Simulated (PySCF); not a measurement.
# isopropyldifluoroborane (C₃H₇BF₂): NMR shifts at several levels of theory, part 1 of 2

How much do the NMR shifts of isopropyldifluoroborane (C₃H₇BF₂) (`CC(C)B(F)F`) depend on the level of theory, and what does each level cost?

The runs use PySCF 2.14.0, with density-fitted response routines of our own; the level of theory stands in each step. All values are computed, except where a source is named. Atoms count from 0, in the outputs and in this text.

## 1. Starting geometry

13 atoms, charge 0, multiplicity 1; geometry from: PBE0-D3(BJ)/def2-SVP.

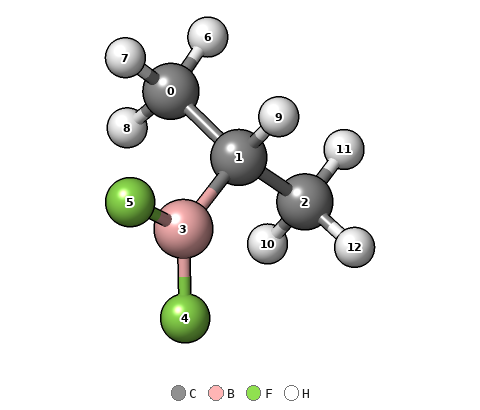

As it starts; carbon grey, boron pink, fluorine green, hydrogen white, atoms numbered; sticks join atoms by distance.

## 2. NMR shieldings: PBE0/pcSseg-1

The job: settings as JSON, then the geometry in Å.

```
{"job": {"kind": "nmr", "xc": "PBE0", "basis": "pcSseg-1", "pop": false}, "charge": 0, "multiplicity": 1}
C     -1.010537    -0.919381     0.335489
C      0.038767    -0.065746    -0.391541
C      1.411644    -0.145040     0.266770
B     -0.501265     1.396969    -0.528229
F      0.095777     2.438557     0.025417
F     -1.612680     1.656829    -1.197318
H     -0.693351    -1.973145     0.385894
H     -1.986889    -0.884500    -0.170436
H     -1.156947    -0.573974     1.372245
H      0.111070    -0.449611    -1.427691
H      1.382289     0.242826     1.297426
H      1.770789    -1.185320     0.314678
H      2.163418     0.443679    -0.280540
```

Method: GIAO PBE0/pcSseg-1 NMR shielding, non-relativistic, gas phase.

Started as:

```sh
$ OMP_NUM_THREADS=1 python probes_run.py task.json out
```

The driver reads the jobs from task.json and runs them one after another.

The program printed:

```text
coarse grid: 10856 points
cycle   1  E = -342.6819736682  dE =  4.603e-01  |g| = 6.468e-01  |ddm| = 2.943e+00
cycle   2  E = -342.6388286876  dE =  4.314e-02  |g| = 8.665e-01  |ddm| = 8.109e-01
cycle   3  E = -342.7566679434  dE = -1.178e-01  |g| = 4.898e-02  |ddm| = 4.432e-01
cycle   4  E = -342.7570590443  dE = -3.911e-04  |g| = 2.577e-02  |ddm| = 5.063e-02
cycle   5  E = -342.7572061561  dE = -1.471e-04  |g| = 3.305e-03  |ddm| = 2.032e-02
cycle   6  E = -342.7572085558  dE = -2.400e-06  |g| = 6.678e-04  |ddm| = 3.572e-03
final grid: 105648 points
cycle   7  E = -342.8008390457  dE = -5.302e-05  |g| = 7.101e-03  |ddm| = 2.125e-02
cycle   8  E = -342.8008347053  dE =  4.340e-06  |g| = 8.242e-03  |ddm| = 1.138e-02
cycle   9  E = -342.8008513191  dE = -1.661e-05  |g| = 3.478e-04  |ddm| = 6.091e-03
cycle  10  E = -342.8008513346  dE = -1.553e-08  |g| = 2.071e-04  |ddm| = 3.622e-04
cycle  11  E = -342.8008513407  dE = -6.088e-09  |g| = 5.119e-05  |ddm| = 1.246e-04
cycle  12  E = -342.8008513411  dE = -4.316e-10  |g| = 9.550e-06  |ddm| = 3.797e-05
converged SCF energy = -342.8008513411

GIAO shielding tensors (ppm)
atom      isotropic    diamagn.    paramagn.     s11        s22        s33       span
  0 C      166.233     247.302     -81.070    149.124    163.191    186.383     37.260
  1 C      170.485     251.702     -81.217    160.892    172.436    178.127     17.234
  2 C      166.936     247.153     -80.218    155.305    160.888    184.614     29.308
  3 B       70.856     194.925    -124.068     42.165     78.967     91.437     49.272
  4 F      246.060     468.954    -222.894     64.003    292.774    381.404    317.402
  5 F      247.400     468.664    -221.264     70.379    299.028    372.792    302.413
  6 H       30.152      29.758       0.395     26.054     27.850     36.553     10.499
  7 H       29.916      29.666       0.250     25.095     28.175     36.477     11.382
  8 H       30.496      30.321       0.175     26.803     28.391     36.294      9.491
  9 H       30.293      31.712      -1.419     26.115     28.722     36.041      9.926
 10 H       30.326      30.332      -0.006     26.924     28.232     35.822      8.897
 11 H       30.406      29.819       0.587     26.077     28.254     36.886     10.809
 12 H       30.056      29.565       0.491     25.622     27.658     36.889     11.268
```

Wall time 10 s (1 thread of Arm Neoverse V2, shared host); peak memory 0.72 GiB.

Shifts follow as δ = σ(reference) − σ, with reference shieldings (ppm) from runs at the same level and on the same kind of geometry: ¹H TMS 31.27, ¹³C TMS 184.4, ¹⁹F CFCl3 177.2, ¹¹B BF3·OEt2 100.7. The references are single molecules in the gas phase, so shifts against H2O, NH3, PH3, H3PO4 or CFCl3 are not on the usual liquid scales and can be off by tens of ppm. Atoms listed in one row are averaged.

```csv
atoms,environment,σ (ppm),δ (ppm),δ scaled to CDCl3
"C0, C2",methyl carbon,166.6,17.8,16.8
C1,sp3 CH bonded to B,170.5,13.9,13.0
"H6, H7, H8, H10, H11, H12",hydrogen on a methyl carbon,30.23,1.04,1.20
H9,hydrogen on an sp3 CH bonded to B,30.29,0.97,1.14
B3,"boron bonded to C, 2 F",70.9,29.9,–
"F4, F5",fluorine bonded to B,246.7,-69.5,–
```

The scaled column applies a straight-line fit of computed shieldings to shifts measured in CDCl3, and one for carbons that bear F (root-mean-square error 0.21 ppm for H, 2.0 ppm for C).

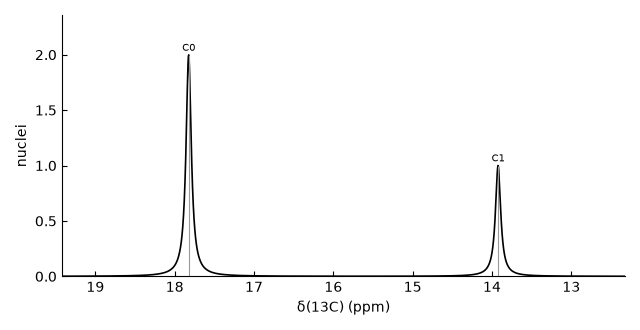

¹³C lines at the computed shifts, without couplings. Lines are broadened to a width of 0.08 ppm (Lorentzian).

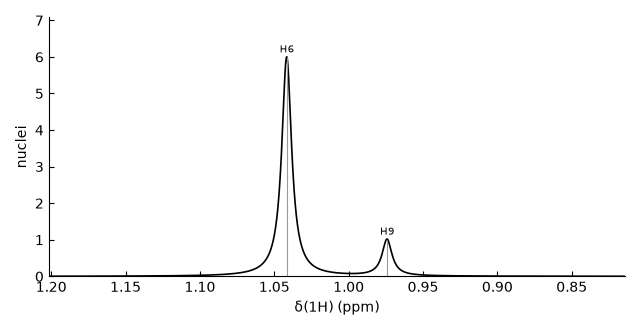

¹H lines at the computed shifts, without couplings. Lines are broadened to a width of 0.01 ppm (Lorentzian).

## 3. Shielding tensors: mPW1PW91/pcSseg-1

Settings changed since step 2:

```diff
@@ -1,2 +1,2 @@
-{"job": {"kind": "nmr", "xc": "PBE0", "basis": "pcSseg-1", "pop": false}, "charge": 0, "multiplicity": 1}
+{"job": {"kind": "nmr", "xc": "mPW1PW91", "basis": "pcSseg-1", "pop": false}, "charge": 0, "multiplicity": 1}
 C     -1.010537    -0.919381     0.335489
```

Level: GIAO mPW1PW91/pcSseg-1 NMR shielding, non-relativistic, gas phase.

The program printed:

```text
coarse grid: 10856 points
cycle   1  E = -342.9695931810  dE =  4.613e-01  |g| = 6.665e-01  |ddm| = 2.945e+00
cycle   2  E = -342.9230588559  dE =  4.653e-02  |g| = 8.963e-01  |ddm| = 8.321e-01
cycle   3  E = -343.0479016588  dE = -1.248e-01  |g| = 5.114e-02  |ddm| = 4.565e-01
cycle   4  E = -343.0483393926  dE = -4.377e-04  |g| = 2.611e-02  |ddm| = 5.277e-02
cycle   5  E = -343.0484915671  dE = -1.522e-04  |g| = 3.314e-03  |ddm| = 2.052e-02
cycle   6  E = -343.0484939738  dE = -2.407e-06  |g| = 6.889e-04  |ddm| = 3.608e-03
final grid: 105648 points
cycle   7  E = -343.0919411128  dE = -5.451e-05  |g| = 5.250e-03  |ddm| = 2.067e-02
cycle   8  E = -343.0919389954  dE =  2.117e-06  |g| = 6.065e-03  |ddm| = 8.177e-03
cycle   9  E = -343.0919474899  dE = -8.495e-06  |g| = 2.721e-04  |ddm| = 4.304e-03
cycle  10  E = -343.0919474957  dE = -5.791e-09  |g| = 2.188e-04  |ddm| = 2.834e-04
cycle  11  E = -343.0919475026  dE = -6.855e-09  |g| = 3.914e-05  |ddm| = 1.240e-04
cycle  12  E = -343.0919475028  dE = -2.576e-10  |g| = 6.519e-06  |ddm| = 3.075e-05
converged SCF energy = -343.0919475028

GIAO shielding tensors (ppm)
atom      isotropic    diamagn.    paramagn.     s11        s22        s33       span
  0 C      165.309     247.303     -81.994    148.449    162.288    185.189     36.740
  1 C      169.668     251.913     -82.245    160.142    171.673    177.188     17.047
  2 C      165.996     247.141     -81.145    154.527    160.033    183.429     28.902
  3 B       70.929     194.890    -123.961     42.185     78.844     91.759     49.574
  4 F      247.184     469.103    -221.919     65.738    294.083    381.731    315.993
  5 F      248.530     468.808    -220.277     72.059    300.127    373.406    301.347
  6 H       30.198      29.803       0.395     26.117     27.912     36.565     10.448
  7 H       29.968      29.715       0.253     25.178     28.241     36.484     11.307
  8 H       30.545      30.389       0.156     26.875     28.447     36.313      9.438
  9 H       30.357      31.789      -1.432     26.218     28.790     36.063      9.845
 10 H       30.371      30.392      -0.021     26.990     28.286     35.838      8.847
 11 H       30.451      29.864       0.586     26.141     28.315     36.896     10.755
 12 H       30.109      29.612       0.496     25.705     27.727     36.893     11.188
```

Wall time 11 s (1 thread of Arm Neoverse V2, shared host); peak memory 0.72 GiB.

Key values: δ C0 17.9, C1 13.9, B3 29.9, F4 -70.0, H6 1.04, H9 0.96 ppm (means over like atoms).

## 4. Nuclear shieldings: WP04/pcSseg-1

Settings changed since step 3:

```diff
@@ -1,2 +1,2 @@
-{"job": {"kind": "nmr", "xc": "mPW1PW91", "basis": "pcSseg-1", "pop": false}, "charge": 0, "multiplicity": 1}
+{"job": {"kind": "nmr", "xc": "WP04", "basis": "pcSseg-1", "pop": false}, "charge": 0, "multiplicity": 1}
 C     -1.010537    -0.919381     0.335489
```

Method: GIAO WP04/pcSseg-1 NMR shielding, non-relativistic, gas phase.

The program printed:

```text
coarse grid: 10856 points
cycle   1  E = -350.1333630622  dE =  4.217e-01  |g| = 1.134e+00  |ddm| = 3.052e+00
cycle   2  E = -349.8923161626  dE =  2.410e-01  |g| = 1.683e+00  |ddm| = 1.441e+00
cycle   3  E = -350.3412644021  dE = -4.489e-01  |g| = 1.225e-01  |ddm| = 8.844e-01
cycle   4  E = -350.3439179302  dE = -2.654e-03  |g| = 4.863e-02  |ddm| = 1.117e-01
cycle   5  E = -350.3444740750  dE = -5.561e-04  |g| = 7.867e-03  |ddm| = 3.927e-02
cycle   6  E = -350.3444881441  dE = -1.407e-05  |g| = 1.894e-03  |ddm| = 8.454e-03
cycle   7  E = -350.3444887450  dE = -6.010e-07  |g| = 7.297e-04  |ddm| = 1.591e-03
final grid: 105648 points
cycle   8  E = -350.4051431491  dE = -9.682e-05  |g| = 7.862e-03  |ddm| = 2.685e-02
cycle   9  E = -350.4051329198  dE =  1.023e-05  |g| = 1.008e-02  |ddm| = 1.284e-02
cycle  10  E = -350.4051583385  dE = -2.542e-05  |g| = 3.481e-04  |ddm| = 7.321e-03
cycle  11  E = -350.4051583562  dE = -1.766e-08  |g| = 2.200e-04  |ddm| = 4.200e-04
cycle  12  E = -350.4051583638  dE = -7.591e-09  |g| = 6.827e-05  |ddm| = 1.474e-04
cycle  13  E = -350.4051583645  dE = -7.457e-10  |g| = 1.095e-05  |ddm| = 4.444e-05
converged SCF energy = -350.4051583645

GIAO shielding tensors (ppm)
atom      isotropic    diamagn.    paramagn.     s11        s22        s33       span
  0 C      153.043     248.127     -95.085    137.171    149.607    172.350     35.179
  1 C      155.959     252.383     -96.424    146.806    157.993    163.078     16.272
  2 C      153.789     247.912     -94.123    142.874    147.834    170.658     27.785
  3 B       65.692     195.742    -130.050     36.057     72.087     88.931     52.875
  4 F      261.116     472.228    -211.112     89.086    310.459    383.803    294.717
  5 F      262.461     471.835    -209.374     94.717    315.240    377.426    282.710
  6 H       30.444      30.239       0.205     26.671     28.336     36.327      9.656
  7 H       30.250      30.044       0.207     25.843     28.688     36.221     10.378
  8 H       30.768      31.120      -0.352     27.402     28.799     36.103      8.701
  9 H       30.592      32.071      -1.479     26.910     29.127     35.740      8.830
 10 H       30.579      31.108      -0.529     27.472     28.643     35.622      8.150
 11 H       30.692      30.279       0.413     26.697     28.727     36.652      9.954
 12 H       30.391      29.903       0.488     26.364     28.221     36.589     10.225
```

Run time: 11 s. Hardware: 1 thread of Arm Neoverse V2, shared host; peak memory 0.72 GiB.

In short: δ C0 19.0, C1 16.5, B3 30.0, F4 -84.8, H6 1.04, H9 0.97 ppm (means over like atoms).

## 5. Shielding tensors: B97-2/pcSseg-1

Settings changed since step 4:

```diff
@@ -1,2 +1,2 @@
-{"job": {"kind": "nmr", "xc": "WP04", "basis": "pcSseg-1", "pop": false}, "charge": 0, "multiplicity": 1}
+{"job": {"kind": "nmr", "xc": "B97-2", "basis": "pcSseg-1", "pop": false}, "charge": 0, "multiplicity": 1}
 C     -1.010537    -0.919381     0.335489
```

Level: GIAO B97-2/pcSseg-1 NMR shielding, non-relativistic, gas phase.

The program printed:

```text
coarse grid: 10856 points
cycle   1  E = -342.9445468698  dE =  4.406e-01  |g| = 7.021e-01  |ddm| = 2.957e+00
cycle   2  E = -342.8831694540  dE =  6.138e-02  |g| = 9.708e-01  |ddm| = 8.933e-01
cycle   3  E = -343.0301277302  dE = -1.470e-01  |g| = 5.542e-02  |ddm| = 5.013e-01
cycle   4  E = -343.0306873045  dE = -5.596e-04  |g| = 2.595e-02  |ddm| = 5.717e-02
cycle   5  E = -343.0308385629  dE = -1.513e-04  |g| = 3.513e-03  |ddm| = 2.083e-02
cycle   6  E = -343.0308413030  dE = -2.740e-06  |g| = 7.744e-04  |ddm| = 3.912e-03
final grid: 105648 points
cycle   7  E = -343.0630748456  dE = -7.543e-05  |g| = 1.392e-02  |ddm| = 2.507e-02
cycle   8  E = -343.0630515141  dE =  2.333e-05  |g| = 1.887e-02  |ddm| = 1.462e-02
cycle   9  E = -343.0630998599  dE = -4.835e-05  |g| = 7.084e-04  |ddm| = 8.865e-03
cycle  10  E = -343.0630999575  dE = -9.759e-08  |g| = 2.575e-04  |ddm| = 7.333e-04
cycle  11  E = -343.0630999731  dE = -1.561e-08  |g| = 5.295e-05  |ddm| = 2.263e-04
cycle  12  E = -343.0630999737  dE = -5.803e-10  |g| = 1.218e-05  |ddm| = 4.373e-05
converged SCF energy = -343.0630999737

GIAO shielding tensors (ppm)
atom      isotropic    diamagn.    paramagn.     s11        s22        s33       span
  0 C      165.203     247.173     -81.971    148.614    161.998    184.996     36.383
  1 C      169.589     251.670     -82.081    160.226    171.440    177.100     16.874
  2 C      165.847     247.028     -81.181    154.477    159.827    183.237     28.760
  3 B       73.104     195.069    -121.965     46.095     79.532     93.685     47.590
  4 F      252.608     469.257    -216.649     76.122    299.132    382.571    306.449
  5 F      253.802     468.950    -215.148     82.035    305.061    374.310    292.274
  6 H       30.248      29.872       0.376     26.223     27.981     36.539     10.316
  7 H       30.015      29.774       0.241     25.279     28.317     36.448     11.169
  8 H       30.594      30.491       0.103     26.979     28.511     36.291      9.312
  9 H       30.411      31.809      -1.399     26.329     28.851     36.052      9.723
 10 H       30.423      30.498      -0.075     27.083     28.367     35.820      8.737
 11 H       30.502      29.935       0.567     26.253     28.385     36.867     10.614
 12 H       30.157      29.669       0.488     25.804     27.814     36.852     11.048
```

It took 10 s on 1 thread of Arm Neoverse V2, shared host; peak memory 0.72 GiB.

This run: δ C0 18.2, C1 14.1, B3 28.7, F4 -75.1, H6 1.05, H9 0.96 ppm (means over like atoms).

## 6. NMR shieldings: BHandHLYP/pcSseg-1

Settings changed since step 5:

```diff
@@ -1,2 +1,2 @@
-{"job": {"kind": "nmr", "xc": "B97-2", "basis": "pcSseg-1", "pop": false}, "charge": 0, "multiplicity": 1}
+{"job": {"kind": "nmr", "xc": "BHandHLYP", "basis": "pcSseg-1", "pop": false}, "charge": 0, "multiplicity": 1}
 C     -1.010537    -0.919381     0.335489
```

With the program's defaults for keys left out, this is: GIAO BHandHLYP/pcSseg-1 NMR shielding, non-relativistic, gas phase.

The program printed:

```text
coarse grid: 10856 points
cycle   1  E = -342.9071580479  dE =  5.753e-01  |g| = 6.335e-01  |ddm| = 2.891e+00
cycle   2  E = -342.9170163850  dE = -9.858e-03  |g| = 6.609e-01  |ddm| = 6.285e-01
cycle   3  E = -342.9789074998  dE = -6.189e-02  |g| = 3.714e-02  |ddm| = 3.071e-01
cycle   4  E = -342.9791281666  dE = -2.207e-04  |g| = 2.110e-02  |ddm| = 3.879e-02
cycle   5  E = -342.9792336297  dE = -1.055e-04  |g| = 3.460e-03  |ddm| = 1.753e-02
cycle   6  E = -342.9792365053  dE = -2.876e-06  |g| = 4.306e-04  |ddm| = 3.074e-03
final grid: 105648 points
cycle   7  E = -343.0114214189  dE = -2.463e-05  |g| = 3.136e-03  |ddm| = 1.066e-02
cycle   8  E = -343.0114220979  dE = -6.791e-07  |g| = 2.640e-03  |ddm| = 4.122e-03
cycle   9  E = -343.0114237584  dE = -1.660e-06  |g| = 1.617e-04  |ddm| = 1.902e-03
cycle  10  E = -343.0114237632  dE = -4.739e-09  |g| = 9.745e-05  |ddm| = 1.808e-04
cycle  11  E = -343.0114237646  dE = -1.396e-09  |g| = 1.943e-05  |ddm| = 5.587e-05
cycle  12  E = -343.0114237646  dE = -6.150e-11  |g| = 3.281e-06  |ddm| = 1.437e-05
converged SCF energy = -343.0114237646

GIAO shielding tensors (ppm)
atom      isotropic    diamagn.    paramagn.     s11        s22        s33       span
  0 C      166.137     246.185     -80.048    149.651    163.301    185.459     35.808
  1 C      170.994     250.501     -79.507    161.766    172.947    178.269     16.503
  2 C      166.476     246.051     -79.575    155.150    160.770    183.510     28.360
  3 B       73.683     193.987    -120.304     43.223     81.274     96.554     53.331
  4 F      264.550     469.684    -205.135     89.138    314.960    389.550    300.412
  5 F      265.323     469.424    -204.100     95.040    319.996    380.934    285.894
  6 H       30.297      29.790       0.507     26.136     28.005     36.750     10.613
  7 H       30.081      29.683       0.398     25.234     28.346     36.664     11.430
  8 H       30.665      30.378       0.287     26.923     28.556     36.516      9.593
  9 H       30.581      31.688      -1.107     26.417     28.934     36.392      9.975
 10 H       30.471      30.372       0.099     27.038     28.364     36.011      8.972
 11 H       30.537      29.868       0.669     26.162     28.389     37.060     10.898
 12 H       30.223      29.587       0.637     25.770     27.832     37.068     11.298
```

It took 11 s on 1 thread of Arm Neoverse V2, shared host; peak memory 0.72 GiB.

This run: δ C0 17.7, C1 13.0, B3 30.9, F4 -60.6, H6 1.06, H9 0.86 ppm (means over like atoms).

## 7. NMR shieldings: CAM-B3LYP/pcSseg-1

Settings changed since step 6:

```diff
@@ -1,2 +1,2 @@
-{"job": {"kind": "nmr", "xc": "BHandHLYP", "basis": "pcSseg-1", "pop": false}, "charge": 0, "multiplicity": 1}
+{"job": {"kind": "nmr", "xc": "CAM-B3LYP", "basis": "pcSseg-1", "pop": false}, "charge": 0, "multiplicity": 1}
 C     -1.010537    -0.919381     0.335489
```

With the program's defaults for keys left out, this is: GIAO CAM-B3LYP/pcSseg-1 NMR shielding, non-relativistic, gas phase.

The program printed:

```text
coarse grid: 10856 points
cycle   1  E = -342.9182962106  dE =  5.828e-01  |g| = 6.728e-01  |ddm| = 2.896e+00
cycle   2  E = -342.9055931429  dE =  1.270e-02  |g| = 8.123e-01  |ddm| = 7.107e-01
cycle   3  E = -342.9969782973  dE = -9.139e-02  |g| = 4.349e-02  |ddm| = 3.627e-01
cycle   4  E = -342.9972933603  dE = -3.151e-04  |g| = 2.528e-02  |ddm| = 4.566e-02
cycle   5  E = -342.9974417334  dE = -1.484e-04  |g| = 3.731e-03  |ddm| = 2.057e-02
cycle   6  E = -342.9974451184  dE = -3.385e-06  |g| = 5.775e-04  |ddm| = 3.550e-03
final grid: 105648 points
cycle   7  E = -343.0468200722  dE = -4.392e-05  |g| = 4.068e-03  |ddm| = 1.260e-02
cycle   8  E = -343.0468206996  dE = -6.274e-07  |g| = 3.798e-03  |ddm| = 5.121e-03
cycle   9  E = -343.0468237817  dE = -3.082e-06  |g| = 2.743e-04  |ddm| = 2.404e-03
cycle  10  E = -343.0468237861  dE = -4.375e-09  |g| = 2.299e-04  |ddm| = 2.488e-04
cycle  11  E = -343.0468237939  dE = -7.813e-09  |g| = 2.135e-05  |ddm| = 1.215e-04
cycle  12  E = -343.0468237940  dE = -8.981e-11  |g| = 5.938e-06  |ddm| = 2.223e-05
converged SCF energy = -343.0468237940

GIAO shielding tensors (ppm)
atom      isotropic    diamagn.    paramagn.     s11        s22        s33       span
  0 C      164.396     246.086     -81.690    147.040    161.390    184.758     37.718
  1 C      168.512     250.672     -82.160    159.076    170.326    176.136     17.060
  2 C      164.977     245.976     -80.999    153.111    158.939    182.880     29.768
  3 B       68.488     194.710    -126.222     38.308     77.452     89.704     51.395
  4 F      247.894     470.016    -222.122     66.064    295.709    381.910    315.847
  5 F      248.862     469.679    -220.816     71.814    301.784    372.989    301.175
  6 H       30.200      29.747       0.453     26.135     27.958     36.506     10.370
  7 H       29.980      29.652       0.328     25.217     28.297     36.425     11.207
  8 H       30.548      30.360       0.188     26.898     28.492     36.253      9.354
  9 H       30.396      31.669      -1.273     26.270     28.899     36.020      9.751
 10 H       30.371      30.377      -0.006     27.031     28.313     35.769      8.738
 11 H       30.440      29.816       0.625     26.157     28.345     36.819     10.662
 12 H       30.123      29.542       0.581     25.751     27.773     36.844     11.093
```

Run time: 14 s. Hardware: 1 thread of Arm Neoverse V2, shared host; peak memory 0.72 GiB.

In short: δ C0 17.8, C1 13.9, B3 30.9, F4 -59.3, H6 1.05, H9 0.93 ppm (means over like atoms).

(Continued in part 2 of 2.)
